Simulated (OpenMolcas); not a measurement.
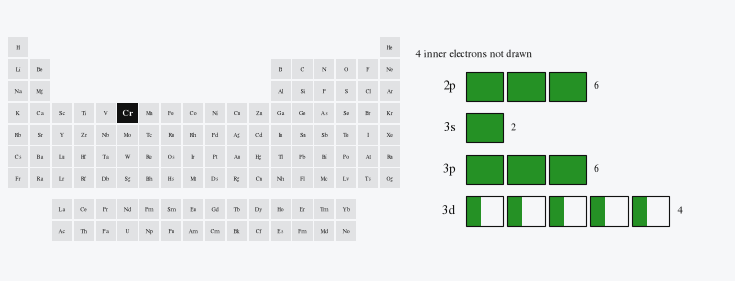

Left, the place of chromium in the periodic table; right, the outer shells of the leading configuration of the lowest level: a box for each of the 2l + 1 orbitals, shaded by the share of the shell that is filled, with the electron count at the right.

**Cr²⁺ complex: multiconfigurational calculation (part 1 of 2)**

System: Cr²⁺ with 6 ligands (F; octahedron, 2.278 Å), embedded in NaF by model potentials and point charges, whose field is part of the energies.
Method: state-averaged CASSCF, active space 4 electrons in the shell 3d, basis ANO-RCC-VDZP on the metal and ANO-RCC-VDZP on the ligands, DKH2 scalar Hamiltonian, spin-orbit coupling by RASSI with atomic mean-field integrals (OpenMolcas).

## Output (extracts)
```
--- SEWARD ---
Basis set label: CR.ANO-RCC...5S4P2D1F.

      Electronic valence basis set:
      ------------------
      Associated Effective Charge  24.000000 au
      Associated Actual Charge     24.000000 au
      Nuclear Model: Point charge

      Shell  nPrim  nBasis  Cartesian Spherical Contaminant
         s      21       5        X
         p      15       4        X
         d      10       2                 X
         f       6       1                 X
                  Relativistic Douglas-Kroll-Hess integrals:
                    - DKH order of Hamiltonian: 2
                    - DKH order of Properties : 0
                  Atomic mean-field integrals
--- RASSCF ---
Wave function specifications:
      -----------------------------

      Number of closed shell electrons          78
      Number of electrons in active shells       4
      Max number of holes in RAS1 space          0
      Max nr of electrons in RAS3 space          0
      Number of inactive orbitals               39
      Number of active orbitals                  5
      Number of secondary orbitals              98
      Spin quantum number                      2.0
      State symmetry                             1
Orbital specifications:
      -----------------------

      Symmetry species                           1   2
                                                ag  au
      Frozen orbitals                            0   0
      Inactive orbitals                         18  21
      Active orbitals                            5   0
      RAS1 orbitals                              0   0
      RAS2 orbitals                              5   0
      RAS3 orbitals                              0   0
      Secondary orbitals                        46  52
      Deleted orbitals                           0   0
      Number of basis functions                 69  73
      Number of CSFs                             5
      Number of root(s) required                 5
      Iter CI   SX   CI       RASSCF       Energy    max ROT     max BLB   max BLB  Level Ln srch  Step   QN
          iter iter root      energy       change     param      element    value   shift minimum  type update
 Nr of preliminary CI iterations:   1
      Total energies have been shifted. Add                -1000.00 au
        1   1   10    0  -648.97332253    0.00E+00  -7.39E-02    8  35 2 -3.10E-01*  0.86   0.00    SX    NO
        2   1   10    0  -649.57336705   -6.00E-01* -3.15E-02   21  24 2  8.24E-02*  0.65   0.00    SX    NO
        3   1    9    0  -649.61807340   -4.47E-02* -1.26E-02   21  24 2  3.77E-02*  0.68   0.00    SX    NO
        4   1    9    0  -649.62633845   -8.27E-03* -6.90E-03   21  24 2  2.30E-02*  0.69   0.00    SX    NO
        5   1    8    0  -649.62874643   -2.41E-03* -8.64E-03   21  24 2  1.34E-02*  0.69   2.33    LS   YES
        6   1    8    0  -649.62990351   -1.16E-03* -1.38E-03    5  33 2 -3.29E-03*  0.70   1.06    QN   YES
        7   1    7    0  -649.63003435   -1.31E-04* -7.45E-04    4  32 2 -2.02E-03*  0.69   1.54    LS   YES
        8   1    7    0  -649.63005276   -1.84E-05* -5.22E-04    8  35 2 -1.62E-03*  0.69   1.01    QN   YES
        9   1    7    0  -649.63006732   -1.46E-05* -2.43E-04    4  32 2  4.26E-04*  0.69   1.14    QN   YES
       10   1    6    0  -649.63006842   -1.10E-06* -8.37E-05    6  34 2  9.66E-05   0.69   1.27    QN   YES
       11   1    5    0  -649.63006857   -1.46E-07* -1.19E-05    3  30 1  5.33E-05   0.69   1.12    QN   YES
       12   1    4    0  -649.63006857   -6.44E-09  -1.78E-05    4  22 2 -8.90E-06   0.69   2.50    LS   YES
      Convergence after 12 iterations
       13   1    4    0  -649.63006856    1.29E-08* -1.78E-05    5  33 2 -9.74E-05   0.69   2.50    LS   YES
      Natural orbitals and occupation numbers for root  1
      sym 1:   1.000000   1.000000   1.000000   1.000000  -0.000000
      Natural orbitals and occupation numbers for root  2
      sym 1:   1.000000   1.000000  -0.000000   1.000000   1.000000
      Natural orbitals and occupation numbers for root  3
      sym 1:   1.000000   1.000000   1.000000   0.000000   1.000000
::    RASSCF root number  1 Total energy:  -1649.64733866
::    RASSCF root number  2 Total energy:  -1649.64733866
::    RASSCF root number  3 Total energy:  -1649.61855517
::    RASSCF root number  4 Total energy:  -1649.61855517
::    RASSCF root number  5 Total energy:  -1649.61855517
--- RASSCF ---
Wave function specifications:
      -----------------------------

      Number of closed shell electrons          78
      Number of electrons in active shells       4
      Max number of holes in RAS1 space          0
      Max nr of electrons in RAS3 space          0
      Number of inactive orbitals               39
      Number of active orbitals                  5
      Number of secondary orbitals              98
      Spin quantum number                      1.0
      State symmetry                             1
Orbital specifications:
      -----------------------

      Symmetry species                           1   2
                                                ag  au
      Frozen orbitals                            0   0
      Inactive orbitals                         18  21
      Active orbitals                            5   0
      RAS1 orbitals                              0   0
      RAS2 orbitals                              5   0
      RAS3 orbitals                              0   0
      Secondary orbitals                        46  52
      Deleted orbitals                           0   0
      Number of basis functions                 69  73
      Number of CSFs                            45
      Number of root(s) required                45
      Iter CI   SX   CI       RASSCF       Energy    max ROT     max BLB   max BLB  Level Ln srch  Step   QN
          iter iter root      energy       change     param      element    value   shift minimum  type update
 Nr of preliminary CI iterations:   1
      Total energies have been shifted. Add                -1000.00 au
        1   1    9    0  -649.49525660    0.00E+00  -1.15E-02   19  25 1 -1.67E-02*  0.68   0.00    SX    NO
        2   1    8    0  -649.49647851   -1.22E-03*  3.39E-03    9  34 2 -1.34E-02*  0.67   0.00    SX    NO
        3   1    8    0  -649.49668128   -2.03E-04* -1.64E-03   19  25 1 -2.37E-03*  0.67   0.00    SX    NO
        4   1    7    0  -649.49672111   -3.98E-05* -8.92E-04    9  34 2 -1.62E-03*  0.67   0.00    SX    NO
        5   1    7    0  -649.49673004   -8.93E-06* -6.97E-04   15  23 1 -6.15E-04*  0.67   1.78    LS   YES
        6   1    7    0  -649.49673213   -2.09E-06*  2.87E-04    7  32 2  9.56E-04*  0.67   0.99    QN   YES
        7   1    6    0  -649.49673293   -7.95E-07* -5.35E-05   19  25 1  9.37E-05   0.67   0.89    QN   YES
        8   1    6    0  -649.49673298   -4.72E-08* -8.02E-05   10  24 1  2.81E-05   0.67   2.50    LS   YES
        9   1    6    0  -649.49673295    2.89E-08* -4.11E-05    9  34 2  1.22E-04*  0.67   0.27    LS   YES
       10   1    6    0  -649.49673298   -3.14E-08* -2.23E-05    9  34 2  6.77E-05   0.67   1.27    QN   YES
       11   1    5    0  -649.49673298   -6.31E-09  -3.35E-05   21  22 2  9.63E-06   0.67   2.50    LS   YES
      Convergence after 11 iterations
       12   1    5    0  -649.49673297    9.53E-09  -3.35E-05    9  34 2 -8.58E-05   0.67   2.50    LS   YES
      Natural orbitals and occupation numbers for root  1
      sym 1:   1.833751   0.999949   0.128062   0.999936   0.038303
      Natural orbitals and occupation numbers for root  2
      sym 1:   1.833769   0.999962   0.038304   0.999918   0.128046
      Natural orbitals and occupation numbers for root  3
      sym 1:   1.833771   0.999919   0.038304   0.999961   0.128044
::    RASSCF root number  1 Total energy:  -1649.57838439
::    RASSCF root number  2 Total energy:  -1649.57838439
::    RASSCF root number  3 Total energy:  -1649.57838439
::    RASSCF root number  4 Total energy:  -1649.55771328
::    RASSCF root number  5 Total energy:  -1649.55771328
::    RASSCF root number  6 Total energy:  -1649.55363387
::    RASSCF root number  7 Total energy:  -1649.55363387
::    RASSCF root number  8 Total energy:  -1649.55363387
::    RASSCF root number  9 Total energy:  -1649.55105253
::    RASSCF root number 10 Total energy:  -1649.55105253
::    RASSCF root number 11 Total energy:  -1649.55105253
::    RASSCF root number 12 Total energy:  -1649.54341818
::    RASSCF root number 13 Total energy:  -1649.53870850
::    RASSCF root number 14 Total energy:  -1649.52890218
::    RASSCF root number 15 Total energy:  -1649.52890218
::    RASSCF root number 16 Total energy:  -1649.52890218
::    RASSCF root number 17 Total energy:  -1649.52593314
::    RASSCF root number 18 Total energy:  -1649.52593314
::    RASSCF root number 19 Total energy:  -1649.52399580
::    RASSCF root number 20 Total energy:  -1649.52399580
::    RASSCF root number 21 Total energy:  -1649.52399580
::    RASSCF root number 22 Total energy:  -1649.51764910
::    RASSCF root number 23 Total energy:  -1649.51764910
::    RASSCF root number 24 Total energy:  -1649.51764910
::    RASSCF root number 25 Total energy:  -1649.50027118
::    RASSCF root number 26 Total energy:  -1649.50027118
::    RASSCF root number 27 Total energy:  -1649.50027118
::    RASSCF root number 28 Total energy:  -1649.49783402
::    RASSCF root number 29 Total energy:  -1649.49783402
::    RASSCF root number 30 Total energy:  -1649.49783402
--- RASSCF ---
Wave function specifications:
      -----------------------------

      Number of closed shell electrons          78
      Number of electrons in active shells       4
      Max number of holes in RAS1 space          0
      Max nr of electrons in RAS3 space          0
      Number of inactive orbitals               39
      Number of active orbitals                  5
      Number of secondary orbitals              98
      Spin quantum number                      0.0
      State symmetry                             1
Orbital specifications:
      -----------------------

      Symmetry species                           1   2
                                                ag  au
      Frozen orbitals                            0   0
      Inactive orbitals                         18  21
      Active orbitals                            5   0
      RAS1 orbitals                              0   0
      RAS2 orbitals                              5   0
      RAS3 orbitals                              0   0
      Secondary orbitals                        46  52
      Deleted orbitals                           0   0
      Number of basis functions                 69  73
      Number of CSFs                            50
      Number of root(s) required                50
      Iter CI   SX   CI       RASSCF       Energy    max ROT     max BLB   max BLB  Level Ln srch  Step   QN
          iter iter root      energy       change     param      element    value   shift minimum  type update
 Nr of preliminary CI iterations:   1
      Total energies have been shifted. Add                -1000.00 au
        1   1    9    0  -649.43080727    0.00E+00  -4.40E-03   19  25 1 -6.34E-03*  0.67   0.00    SX    NO
        2   1    8    0  -649.43110920   -3.02E-04*  1.58E-03    9  33 2 -6.53E-03*  0.66   0.00    SX    NO
        3   1    7    0  -649.43116194   -5.27E-05* -6.82E-04   14  23 1 -9.66E-04*  0.66   0.00    SX    NO
        4   1    7    0  -649.43117290   -1.10E-05* -4.31E-04    9  33 2 -8.05E-04*  0.66   0.00    SX    NO
        5   1    7    0  -649.43117550   -2.60E-06* -3.45E-04   14  23 1 -2.97E-04*  0.66   1.80    LS   YES
        6   1    6    0  -649.43117613   -6.29E-07*  1.29E-04    9  33 2  5.37E-04*  0.66   1.00    QN   YES
        7   1    6    0  -649.43117639   -2.64E-07* -2.45E-05    6  33 2  4.68E-05   0.66   0.89    QN   YES
        8   1    5    0  -649.43117640   -9.00E-09  -3.67E-05    9  23 2 -1.38E-05   0.66   2.50    LS   YES
      Convergence after  8 iterations
        9   1    5    0  -649.43117639    1.22E-08* -3.67E-05    9  33 2  7.50E-05   0.66   2.50    LS   YES
      Natural orbitals and occupation numbers for root  1
      sym 1:   1.770875   0.129481   0.109529   0.995152   0.994963
      Natural orbitals and occupation numbers for root  2
      sym 1:   1.770887   0.129478   0.109521   0.995212   0.994902
      Natural orbitals and occupation numbers for root  3
      sym 1:   0.995135   0.109534   0.129484   0.994980   1.770868
::    RASSCF root number  1 Total energy:  -1649.53430426
::    RASSCF root number  2 Total energy:  -1649.53430426
::    RASSCF root number  3 Total energy:  -1649.53430426
::    RASSCF root number  4 Total energy:  -1649.53136520
::    RASSCF root number  5 Total energy:  -1649.53136520
::    RASSCF root number  6 Total energy:  -1649.51534264
::    RASSCF root number  7 Total energy:  -1649.51376976
::    RASSCF root number  8 Total energy:  -1649.51243237
::    RASSCF root number  9 Total energy:  -1649.51243237
::    RASSCF root number 10 Total energy:  -1649.51243237
::    RASSCF root number 11 Total energy:  -1649.50678391
::    RASSCF root number 12 Total energy:  -1649.50678391
::    RASSCF root number 13 Total energy:  -1649.50678391
::    RASSCF root number 14 Total energy:  -1649.48855975
::    RASSCF root number 15 Total energy:  -1649.48855975
::    RASSCF root number 16 Total energy:  -1649.48613843
::    RASSCF root number 17 Total energy:  -1649.48613843
::    RASSCF root number 18 Total energy:  -1649.48613843
::    RASSCF root number 19 Total energy:  -1649.47398239
::    RASSCF root number 20 Total energy:  -1649.47398238
::    RASSCF root number 21 Total energy:  -1649.47343594
::    RASSCF root number 22 Total energy:  -1649.46057944
::    RASSCF root number 23 Total energy:  -1649.46057944
::    RASSCF root number 24 Total energy:  -1649.46057944
::    RASSCF root number 25 Total energy:  -1649.44777128
::    RASSCF root number 26 Total energy:  -1649.44777128
::    RASSCF root number 27 Total energy:  -1649.44777128
::    RASSCF root number 28 Total energy:  -1649.43574628
::    RASSCF root number 29 Total energy:  -1649.43321258
::    RASSCF root number 30 Total energy:  -1649.43321258
```

(Continued in part 2.) Outcome of the run: converged.
